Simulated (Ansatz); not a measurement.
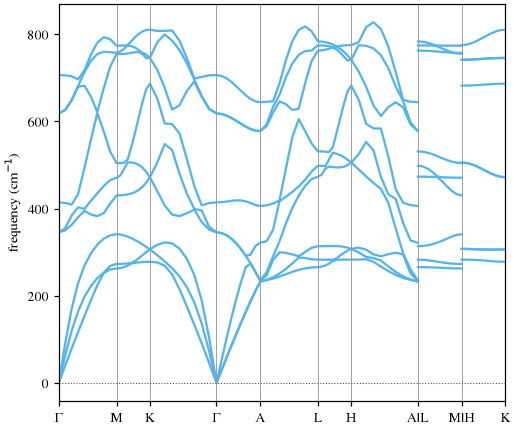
Figure. Phonon dispersion of MgB2 in space group P6/mmm (No. 191; Mg on 1a, B on 2d), DFT-LDA in the program Ansatz with PAW potentials; imaginary frequencies are drawn negative

Question: Is this phase dynamically stable?

Answer: Yes, on this path no branch is imaginary.

Question: How high does the spectrum reach?

Answer: About 830 cm⁻¹ (24.8 THz).

Symmetry was held in the LDA relaxation. As this level gives no gap, phonon frequencies hold no LO–TO term and depend on the k-mesh and smearing (Fermi–Dirac, 0.1 eV here). On the denser mesh and wider smearing of the elastic run this cell carries a stress of 0.8 GPa.

Potentials: the later of the program's two PAW sets.
